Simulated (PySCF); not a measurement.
Ge(F)3(Br), SMILES [Br][Ge]([F])([F])[F] (BrF3Ge), CAM-B3LYP/def2-SVP optimised geometry. Atoms within 1.6 Å of the plane z = 0.6 Å (x, y, z in Å): F1 (-1.10, 0.81, 0.00), Ge2 (-0.60, -0.81, 0.00), F3 (1.10, -0.81, 0.00), Br5 (-1.43, -1.94, 1.75).

Computed with CAM-B3LYP/def2-TZVP run with PySCF.

Map of the electrostatic potential (hartree/e), clipped to [-0.08, 0.12] on the plane z = 0.6 Å:

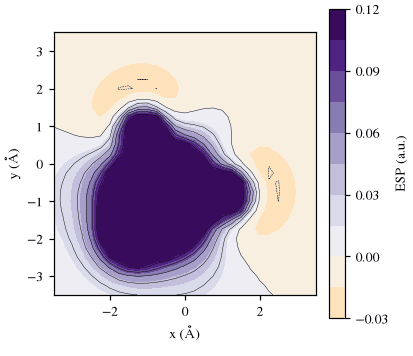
*Electrostatic potential (hartree/e), clipped to [-0.08, 0.12] on the plane z = 0.6 Å.*
